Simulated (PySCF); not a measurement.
# BH2Br− (SMILES [BH2-]Br) at 3 levels

Aim: a comparison of 3 runs (UB3LYP/STO-3G, USVWN5/STO-3G, UMP2/STO-3G) of BH2Br−. The job is set up through a Python script.

The calculation is run with PySCF 2.14.0.

2 further runs of the same task are left out: 2 set aside as unsound or not needed.

**1. The system as given**

The species is BH2Br− (4 atoms), meant as a doublet with charge -1. As SMILES, `[BH2-]Br`. The B1–H3 distance was set to 1.819 Å, away from the relaxed value. At this shape a bond of the SMILES string is far longer than usual.

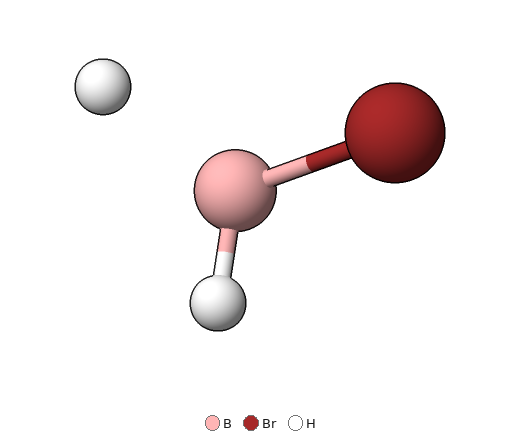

Viewed from a chosen angle; boron pink, bromine red, hydrogen white.

**2. A single-point energy at UB3LYP/STO-3G (run 1)**

job.py reads:

```python
from pyscf import gto, dft

mol = gto.M(
    atom='''
B     -0.351005     1.236060    -0.512390
Br     3.278459     2.052479     0.734433
H     -1.455524    -1.628358     1.034720
H     -0.367427     1.204200    -2.803853
''',
    basis='sto-3g',
    spin=1,
    unit='bohr',
    max_memory=1860,
    charge=-1,
    verbose=3,
)

myscf = dft.UKS(mol)
myscf.xc = 'b3lyp'
myscf.grids.level = 5
myscf.conv_tol = 1e-10
myscf.kernel()
if not myscf.converged:
    myscf = myscf.newton().run(myscf.mo_coeff, myscf.mo_occ)

energy = myscf.e_tot
print('E(%s) = %.9f' % ('B3LYP', energy))
```

Started as:

```console
$ OMP_NUM_THREADS=1 python job.py
```

The log of the run:

```text
WARN: HOMO -0.164781548113964 >= LUMO -0.164781548113967

converged SCF energy = -2571.51765983575  <S^2> = 0.75226469  2S+1 = 2.0022634
E(B3LYP) = -2571.517659836
```

Wall time 8.4 s (1 thread of AMD EPYC 7R43 (Zen 3), shared host); peak memory 0.23 GiB.

**3. A single-point energy at USVWN5/STO-3G (run 2)**

input.py reads:

```python
from pyscf import gto, dft

system = gto.Mole()
system.atom = 'B -0.185744 0.654095 -0.271145; Br 1.734886 1.086125 0.388645; H -0.770230 -0.861690 0.547550; H -0.194434 0.637235 -1.483735'
system.spin = 1
system.verbose = 3
system.max_memory = 1860
system.charge = -1
system.basis = 'sto-3g'
system.build()

mf = dft.UKS(system)
mf.xc = 'svwn'
mf.grids.level = 5
mf.conv_tol = 1e-10
mf.kernel()
if not mf.converged:
    mf = mf.newton().run(mf.mo_coeff, mf.mo_occ)

e_final = mf.e_tot
print(f'total energy: {e_final:.8f} hartree')
```

Started as:

```console
$ OMP_NUM_THREADS=1 python input.py
```

The log of the run:

```text
converged SCF energy = -2567.43540332457  <S^2> = 0.75420099  2S+1 = 2.0041966
total energy: -2567.43540332 hartree
```

Run time: 4.2 s. Hardware: 1 thread of AMD EPYC 7R43 (Zen 3), shared host; peak memory 0.15 GiB.

**4. A single-point energy at UMP2/STO-3G (run 3)**

calc.py reads:

```python
from pyscf import gto, mp

mol = gto.Mole()
mol.atom = 'B -0.185744 0.654095 -0.271145; Br 1.734886 1.086125 0.388645; H -0.770230 -0.861690 0.547550; H -0.194434 0.637235 -1.483735'
mol.charge = -1
mol.max_memory = 1860
mol.verbose = 3
mol.spin = 1
mol.basis = 'sto-3g'
mol.build()

calc0 = mol.UHF()
calc0.conv_tol = 1e-10
calc0.kernel()
if not calc0.converged:
    calc0 = calc0.newton().run(calc0.mo_coeff, calc0.mo_occ)

pt = mp.MP2(calc0, frozen=10).run()
e_tot = pt.e_tot
print('E = %.10f Eh' % e_tot)
```

Started as:

```console
$ OMP_NUM_THREADS=1 python calc.py
```

The log of the run:

```text
converged SCF energy = -2569.94899648466  <S^2> = 0.85265716  2S+1 = 2.1001497
E(UMP2) = -2569.99093955338  E_corr = -0.041943068714351
E(SCS-UMP2) = -2569.99701550522  E_corr = -0.0480190205555705
E = -2569.9909395534 Eh
```

It took 1.5 s on 1 thread of AMD EPYC 7R43 (Zen 3), shared host; peak memory 0.11 GiB.

**5. All runs side by side**

```tsv
run	level	integration grid	frozen core orbitals	energy (Eh)	HOMO energy (eV)	LUMO energy (eV)	⟨S²⟩	wall time
1	UB3LYP/STO-3G	5	–	-2571.517660	5.60	10.67	0.752	8.4 s
2	USVWN5/STO-3G	5	–	-2567.435403	7.28	9.74	0.754	4.2 s
3	UMP2/STO-3G	–	10	-2569.990940	1.55	16.58	0.853	1.5 s
```

**6. Results**

```
                                                         quantity           value
                                              run 3: total energy  -2569.99094 Eh
run 3: HOMO energy (Hartree–Fock orbitals) (highest over α and β)         1.55 eV
 run 3: LUMO energy (Hartree–Fock orbitals) (lowest over α and β)        16.58 eV
              run 3: correlation energy (10 core orbitals frozen)       -41.9 mEh
                         run 3: ⟨S²⟩ of the reference determinant           0.853
```

**Reading.** Totals of different functionals can't be ranked against each other. In runs 1, 2, 3 the HOMO lies above zero, so the outermost electron may be held by the basis alone. In runs 1, 2, 3 the basis is minimal, so the values are rough. Spin contamination of the reference: run 3 ⟨S²⟩ = 0.85. All runs together took 14 s, the longest 8.4 s.
